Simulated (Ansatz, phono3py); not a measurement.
**Scattering channels in BN (F-43m), one at a time**

The second- and third-order constants of BN come from an earlier supercell run; what does phono3py make of them? The starting cell is a computed one from a database.

Program: Ansatz 0.2.0 and phono3py 4.10.0. Level of theory: DFT LDA, scalar-relativistic, plane waves, PAW; PAW set soft_1. Results are calculated unless marked as measured.

**1. Starting point**

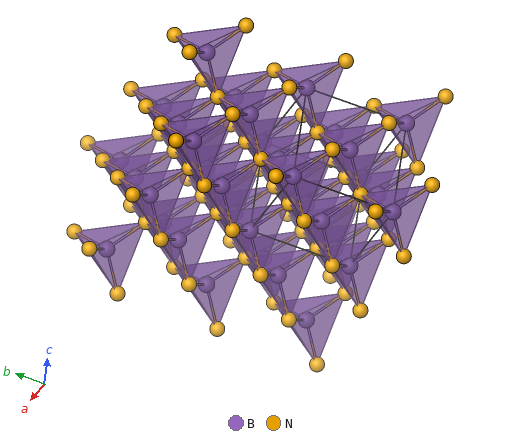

The cell as given, from a free direction (boron purple, nitrogen orange). 2×2×1 cells are drawn. This picture shows the conventional cell, with its axes. Some periodic images of atoms are drawn too.

Structure file:

```cif
data_structure
_symmetry_space_group_name_H-M 'P 1'
_symmetry_Int_Tables_number 1
_cell_length_a 2.5313
_cell_length_b 2.5313
_cell_length_c 2.5313
_cell_angle_alpha 60.000
_cell_angle_beta 60.000
_cell_angle_gamma 60.000
_cell_volume 11.47
loop_
_atom_site_label
_atom_site_type_symbol
_atom_site_fract_x
_atom_site_fract_y
_atom_site_fract_z
_atom_site_occupancy
B1 B 0.00000 0.00000 0.00000 1
N2 N 0.75000 0.75000 0.75000 1
```

**2. The earlier run that gave the force constants**

Contents of input.yaml:

```yaml
crystal:
  lattice:
    - [0.0, 1.7899255272, 1.7899255272]
    - [1.7899255272, 0.0, 1.7899255272]
    - [1.7899255272, 1.7899255272, 0.0]
  atoms:
    - { symbol: B, position: [0.0, 0.0, 0.0] }
    - { symbol: "N", position: [0.75, 0.75, 0.75] }
kpoints:
  mp_grid: { grid: [12, 12, 12] }
hamiltonian:
  xc: lda
  pseudopotentials: { kind: paw, azcp: { folder: soft_1 }, xc_functional: pbe }
scf:
  occupations: { method: fixed }
  lower_state_search: "off"
output:
  eigenvalues: true
phonons:
  method: fd
  dielectric: true
  supercell: [4, 4, 4]
  temperatures: { t_max: 1000, t_step: 50 }
  qpath:
    path:
      - [[0.0, 0.0, 0.0], [0.5, 0.0, 0.5], [0.5, 0.25, 0.75], [0.375, 0.375, 0.75], [0.0, 0.0, 0.0], [0.5, 0.5, 0.5], [0.625, 0.25, 0.625], [0.5, 0.25, 0.75], [0.5, 0.5, 0.5], [0.375, 0.375, 0.75]]
      - [[0.625, 0.25, 0.625], [0.5, 0.0, 0.5]]
    npoints: 10
  third_order: { supercell: [4, 4, 4], pair_cutoff: 3.118 }
  lattice_thermal_conductivity:
    qmesh: [29, 29, 29]
    temperatures: [100.0, 150.0, 200.0, 300.0, 400.0, 500.0, 600.0, 800.0]
    isotope_mass_variance:
      - { species: B, variance: 0.001354 }
      - { species: "N", variance: 1.838e-05 }
    solution: relaxation_time
```

On the command line:

```sh
$ ansatz run input.yaml --threads 18 --pin off --max-ram 92160MiB --backend cuda --events-out ev --progress --plain --runs-dir out --max-vram 78GiB
```

The job ended after 2.6 min (1 × NVIDIA GB200 with 18 threads of Arm Neoverse V2, shared host; peak memory 2.5 GiB).

This step gave:

```yaml
highest_frequency: 1295 cm⁻¹
kappa_at_300_k_relaxation_time: 848.8 W/m/K
dipole_term: run
third_order_blocks: 842
```

**3. Relaxation-time solution**

The base run: each mode relaxes on its own with natural isotopes, and rates are split into normal and umklapp parts.

This step: DFT LDA, scalar-relativistic, plane waves, PAW; PAW set soft_1; phono3py on Ansatz's force constants (phono3py 4.10.0).

Contents of phono3py.yaml:

```yaml
phono3py:
  version: "4.10.0"
  frequency_unit_conversion_factor: 15.633302
  symmetry_tolerance: 1.00000e-05

physical_unit:
  atomic_mass: "AMU"
  length: "angstrom"

space_group:
  type: "F-43m"
  number: 216
  Hall_symbol: "F -4 2 3"

primitive_matrix:
- [  1.000000000000000,  0.000000000000000,  0.000000000000000 ]
- [  0.000000000000000,  1.000000000000000,  0.000000000000000 ]
- [  0.000000000000000,  0.000000000000000,  1.000000000000000 ]

supercell_matrix:
- [   4,   0,   0 ]
- [   0,   4,   0 ]
- [   0,   0,   4 ]

# [primitive_cell block left out]
unit_cell:
  lattice:
  - [     0.000000000000000,     1.789925527200000,     1.789925527200000 ] # a
  - [     1.789925527200000,     0.000000000000000,     1.789925527200000 ] # b
  - [     1.789925527200000,     1.789925527200000,     0.000000000000000 ] # c
  points:
  - symbol: B # 1
    coordinates: [  0.000000000000000,  0.000000000000000,  0.000000000000000 ]
    mass: 10.810000
    reduced_to: 1
  - symbol: N # 2
    coordinates: [  0.750000000000000,  0.750000000000000,  0.750000000000000 ]
    mass: 14.007000
    reduced_to: 2

# [supercell block left out]
phonon_supercell_matrix:
- [   4,   0,   0 ]
- [   0,   4,   0 ]
- [   0,   0,   4 ]

# [phonon_primitive_cell block left out]
# [phonon_supercell block left out]
nac:
  born_effective_charge:
  - # 1 (B)
    - [  1.877320746214924,  0.000000000000000,  0.000000000000000 ]
    - [  0.000000000000000,  1.877320746214924,  0.000000000000000 ]
    - [  0.000000000000000,  0.000000000000000,  1.877320746214924 ]
  - # 2 (N)
    - [ -1.877320746214924,  0.000000000000000,  0.000000000000000 ]
    - [  0.000000000000000, -1.877320746214924,  0.000000000000000 ]
    - [  0.000000000000000,  0.000000000000000, -1.877320746214924 ]
  dielectric_constant:
    - [  4.566098605399384,  0.000000000000000,  0.000000000000000 ]
    - [  0.000000000000000,  4.566098605399384,  0.000000000000000 ]
    - [  0.000000000000000,  0.000000000000000,  4.566098605399384 ]
  unit_conversion_factor: 14.399645
```

On the command line:

```sh
$ phono3py phono3py.yaml --mesh 29 29 29 --br --isotope --nu --ts 100 150 200 300 400 500 600 800
```

What it wrote:

```text
Rust backend (phonors) using rayon (8 threads).
Running in phono3py.load mode.
Spglib version 2.8.0
----------------------------- General settings -----------------------------
Run mode: conductivity-RTA
HDF5 data compression filter: gzip
Crystal structure was read from "phono3py.yaml".
Supercell (dim): [4 4 4]
Phonon supercell (dim-fc2): [4 4 4]
Primitive matrix:
  [1. 0. 0.]
  [0. 1. 0.]
  [0. 0. 1.]
Spacegroup: F-43m (216)
Use -v option to watch primitive cell, unit cell, and supercell structures.
NAC parameters were read from "phono3py.yaml".
fc3 was read from "fc3.hdf5".
fc2 was read from "fc2.hdf5".
----------------------------- Force constants ------------------------------
Max drift of fc3: -0.00000300 (yyy) -0.00000300 (yyy) -0.00000300 (yyy)
Max drift of fc2: 0.00000700 (yy) 0.00000700 (yy)
--------------------------- Calculation settings ---------------------------
Non-analytical term correction (NAC): True
NAC unit conversion factor:  14.39964
BZ integration: Tetrahedron-method
Temperature:  100.0  150.0  200.0  300.0  400.0 ... 800.0
Cutoff frequency: 0.01
Mesh sampling: [ 29 29 29 ]
Generating grid system ... [ 29 29 29 ]
fc3-r2q-transformation over three atoms: True
--------------------------- Phonon calculations ----------------------------
Use NAC by Gonze et al. (no real space sum in current implementation)
  PRB 50, 13035(R) (1994), PRB 55, 10355 (1997)
  G-cutoff distance: 1.84, Number of G-points: 307, Lambda: 0.41
Running harmonic phonon calculations...
-------------------- Lattice thermal conductivity (RTA) --------------------
Running heat capacity calculations...
Running velocity calculations...
Running isotope scattering calculations with tetrahedron method...
======================= Grid point 0 (1/680) =======================
q-point: ( 0.00  0.00  0.00)
Boundary mean free path (millimeter): 1000.000
Mass variance parameters: 1.35e-03 1.84e-05
Number of triplets: 680
Frequency     group velocity (x, y, z)     |gv|
   0.004   (   0.000    0.000   -0.000)    0.000
   0.004   (   0.000    0.000   -0.000)    0.000
   0.004   (  -0.000    0.000    0.000)    0.000
[...]
======================= Grid point 1 (2/680) =======================
q-point: ( 0.03  0.00  0.00)
Boundary mean free path (millimeter): 1000.000
Mass variance parameters: 1.35e-03 1.84e-05
Number of triplets: 2255
Frequency     group velocity (x, y, z)     |gv|
[...]
31.960   (   1.376   -1.376   -1.376)    2.382
  38.847   (   1.247   -1.247   -1.247)    2.160
[317 grid points left out]
======================= Grid point 1045 (320/680) =======================
q-point: (-0.24  0.21  0.03)
Boundary mean free path (millimeter): 1000.000
Mass variance parameters: 1.35e-03 1.84e-05
Number of triplets: 12195
```

Run time: 25 min. Hardware: 8 threads of Arm Neoverse N1, shared host; peak memory 0.13 GiB.

The run was cut off at its time limit.

**4. Outcome**

| Property | Result |
| --- | --- |
| κ at 300 K | not obtained |

**Reading.** The base run gave no result, so no conductivity is quoted.

[Logs are printed without paths, hosts, clocks, repeated set-up lines and the standing remarks that a program may print on its own settings, such as how far it seeks lower states.]

[Hosts, paths, dates, database ids (printed as entryN), source tags and the programs' standing remarks are cut or masked in the printed files.]

[A step with changed settings may run another functional than the one named; its input shows which.]
